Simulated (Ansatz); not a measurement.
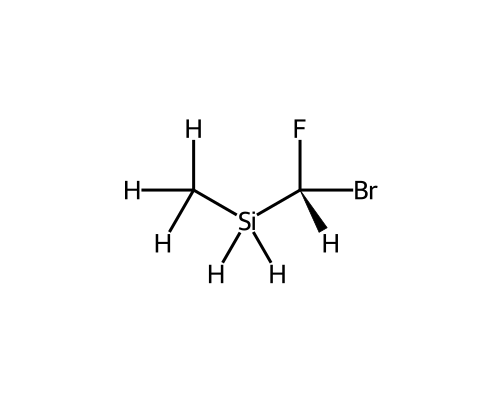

(Drawn from a calculation with Ansatz.)

Skeletal drawing of a molecule.

Q: Write the SMILES.

A: C[SiH2][C@H](F)Br

Q: What is the molecular formula?

A: C2H6BrFSi.

Q: An optimisation with PBE0-D4/def2-TZVP gave a structure of which point group?

A: C1.
